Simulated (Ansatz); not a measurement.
Take AlN in the wurtzite structure (space group P6_3mc, No. 186; a = 3.1138 Å, c = 4.9836 Å) as the base.

Perturbation: hole doping at 7.0×10^21 cm⁻³ (0.293 per cell), with a uniform compensating background at fixed cell and a 300 K Fermi–Dirac width.

The values are results of Kohn–Sham DFT with the PBEsol functional, run in Ansatz (a first-principles code) with PAW and 420 eV plane waves, no spin-orbit coupling, not measurements.

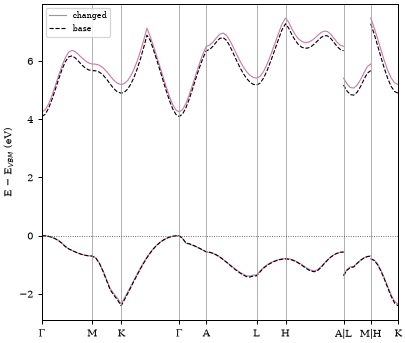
Highest valence and lowest conduction band along the path, each from its own valence-band maximum

Question: From the figure, how large is the changed gap, and is it direct?

Answer: About 4.3 eV, direct at Γ.

Carriers are added with a uniform compensating background; total energy and stress of such cells depend on the potential's zero and are not compared; many-body gap narrowing is missing at this level. Stability against distortions was not tested.
